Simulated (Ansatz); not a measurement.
```xyz
21

C     0.8217   -2.9681   -0.4503
C     0.1781   -1.6035   -0.6250
C    -0.0330   -0.8850    0.6987
C    -0.7500    0.4515    0.5782
C     0.0275    1.5242   -0.1726
C    -0.7505    2.8224   -0.2668
O     1.3084    1.7358    0.4006
H     0.9685   -3.4703   -1.4093
H     0.2036   -3.6186    0.1752
H     1.7993   -2.8806    0.0320
H    -0.7867   -1.7131   -1.1355
H     0.8044   -0.9920   -1.2822
H     0.9373   -0.7285    1.1814
H    -0.6096   -1.5357    1.3663
H    -0.9773    0.8375    1.5814
H    -1.7178    0.3106    0.0820
H     0.2434    1.1706   -1.1856
H    -1.6965    2.6781   -0.7945
H    -0.1689    3.5787   -0.7967
H    -0.9830    3.2054    0.7330
H     1.1810    2.0806    1.2898
```

Geometry: PBE0-D4/def2-TZVP.

Theory: Ansatz 0.2.0, RKS PBE0-D4/def2-TZVPP.

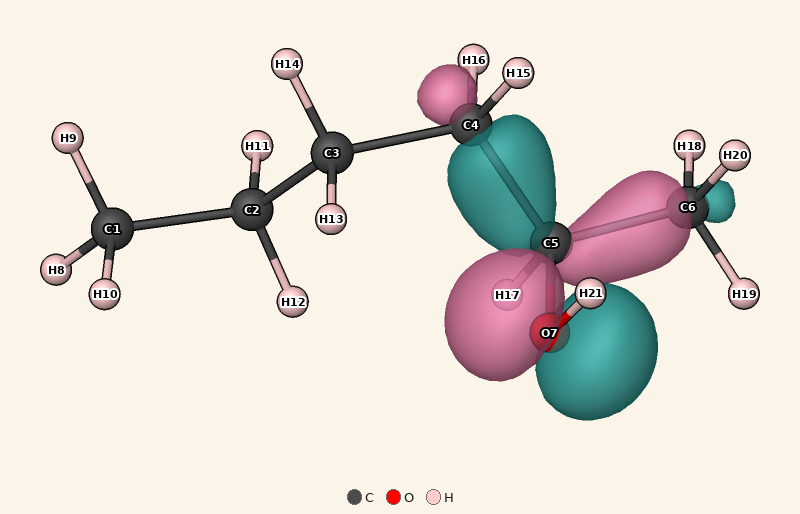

C$_{6}$H$_{14}$O. The HOMO at ±0.2 Å⁻³ᐟ² (teal and pink are the two phases), seen from one side.

Where does this orbital lie, and at what energy?

Answer. By Hirshfeld shares it lies mainly on O7 (about 55 %), C5 (about 10 %), C4 (about 10 %) and C6 (about 10 %). Its energy is −7.75 eV.
